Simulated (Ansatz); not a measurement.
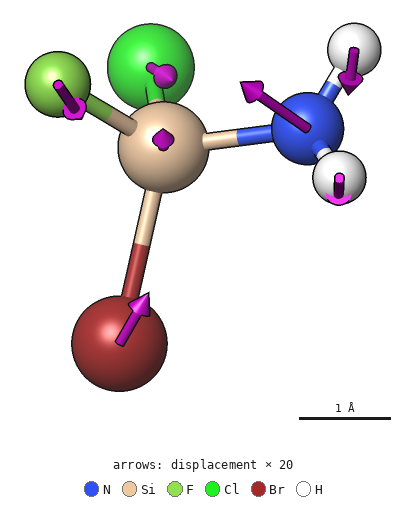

This is a relaxation of SiNH2BrClF. The starting structure is drawn; purple arrows show the displacements, magnified 20 times. The two geometries are superimposed by the best rigid fit.

Style: ball-and-stick. Shown at a tilt.

The start comes from PBE-D4/def2-SVP.

Computed with RKS PBE0-D4/def2-TZVP in Ansatz 0.2.0.

Input file:
```yaml
crystal:
  periodic: [false, false, false]
  atoms:
    - {symbol: N, position_ang: [0.793514, -0.367309, 0.704146]}
    - {symbol: Si, position_ang: [-0.401312, 0.150631, -0.391854]}
    - {symbol: F, position_ang: [-0.073560, -0.152589, -1.961647]}
    - {symbol: Cl, position_ang: [-2.150715, -0.851380, 0.020562]}
    - {symbol: Br, position_ang: [-0.628907, 2.348945, -0.237944]}
    - {symbol: H, position_ang: [1.666934, 0.148075, 0.824101]}
    - {symbol: H, position_ang: [0.855445, -1.344174, 0.997036]}
basis:
  gaussian: {orbitals: def2-TZVP}
hamiltonian: {xc: pbe0, dispersion: d4}
relax: {f_tol: 0.005, max_steps: 150}
```

Which element moves most?

Nitrogen: up to 0.055 Å, against 0.040 Å for fluorine.

What happened in the run?

After 8 geometry steps the energy has fallen by 1.67 kcal/mol. The largest force component goes from 1.4 to 0.0019 eV/Å. N1 moves most after the best rigid fit: 0.055 Å. By element the largest moves are N 0.055 Å, F 0.040 Å, H 0.040 Å, Cl 0.037 Å, Br 0.035 Å, Si 0.016 Å. Among the contacts that change: Si2–F3 1.632 → 1.585 Å, Si2–Cl4 2.058 → 2.029 Å, N1–Si2 1.702 → 1.676 Å, Si2–Br5 2.215 → 2.194 Å.
